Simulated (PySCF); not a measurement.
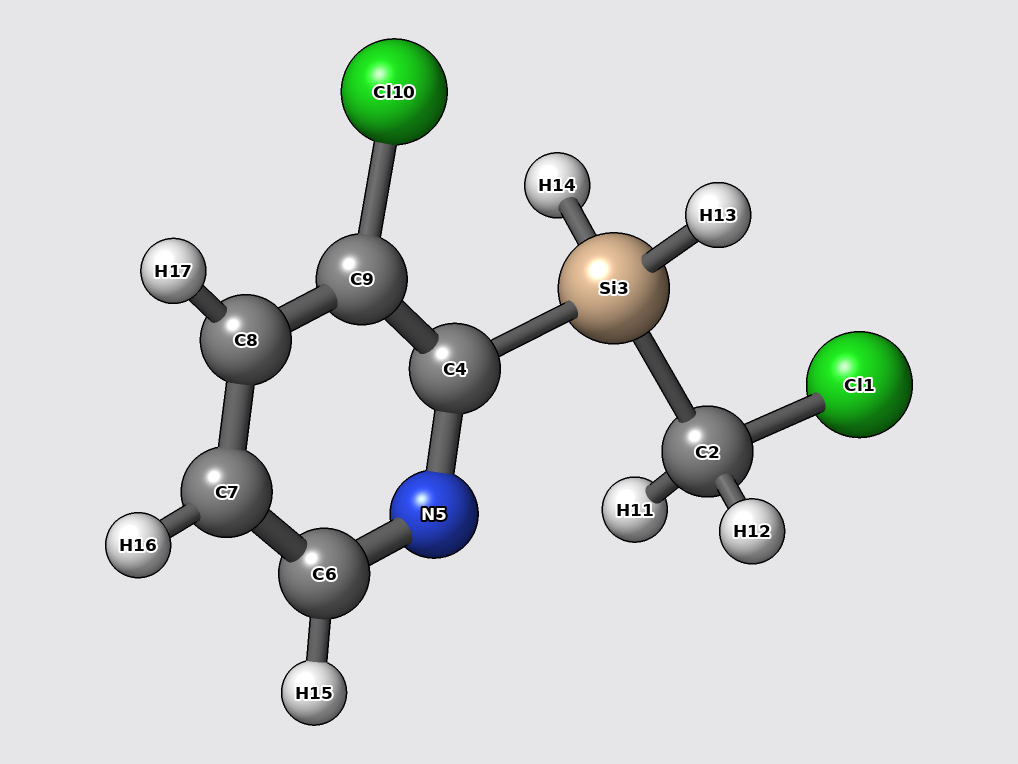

The thickness of each stick grows with its Mayer bond order. The geometry was computed by an optimisation with GFN2-xTB. No frequency run is at hand to confirm it as a minimum. Level of theory: PBE0/pcSseg-1 (PySCF 2.14.0).

List the Mayer bond orders of Cl1–C2, C2–Si3, Si3–C4, C4–N5, C4–C9, N5–C6, C6–C7, C7–C8, C8–C9, C9–Cl10 (bonds between heavy atoms, one of each equivalent set).

| bond | Mayer order | length (Å) |
| --- | --- | --- |
| Cl1–C2 | 0.95 | 1.783 |
| C2–Si3 | 0.86 | 1.904 |
| Si3–C4 | 0.84 | 1.893 |
| C4–N5 | 1.43 | 1.327 |
| C4–C9 | 1.28 | 1.392 |
| N5–C6 | 1.49 | 1.320 |
| C6–C7 | 1.39 | 1.388 |
| C7–C8 | 1.42 | 1.386 |
| C8–C9 | 1.37 | 1.385 |
| C9–Cl10 | 1.10 | 1.721 |

The geometry is semi-empirical. Around Si such bond lengths and angles can be off by a tenth of an ångström or more and by several degrees, and values that hang on the shape move with them.
